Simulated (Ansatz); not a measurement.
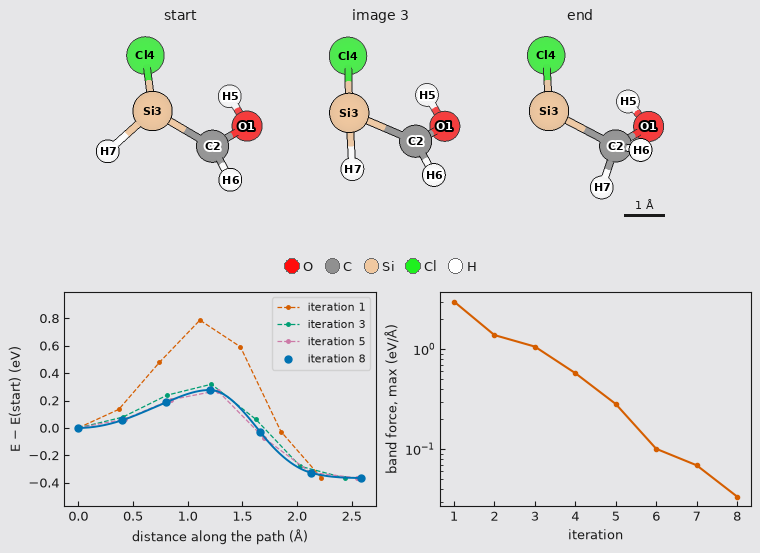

NEB run on CH3ClOSi. Images are numbered from 0 (start) to 6 (end). The plot follows the band through its iterations. A ball-and-stick model, seen from a free direction.

Computed with RKS PBE-D4/6-31G (Ansatz 0.2.0). Settings: 5 movable images; climbing image; force threshold 0.05 eV/Å; iteration limit 60; starting path by straight interpolation.

> Did the band converge, and can the barrier be trusted?

The run is converged, with reservations. The band converged in 8 iterations. The largest component of the band force went from 3 to 0.034 eV/Å. The climbing image converged on the top of the path. Its curvatures weren't checked. The straight starting path can push atoms close together and costs iterations. The first iteration put the highest image at 0.79 eV. The energy climbs by 0.28 eV to image 3 and then falls by 0.64 eV, so the end point sits at −0.36 eV.

Cost: 87 s on 1 thread of Arm Neoverse V1, on a shared host, peak memory 0.097 GiB.
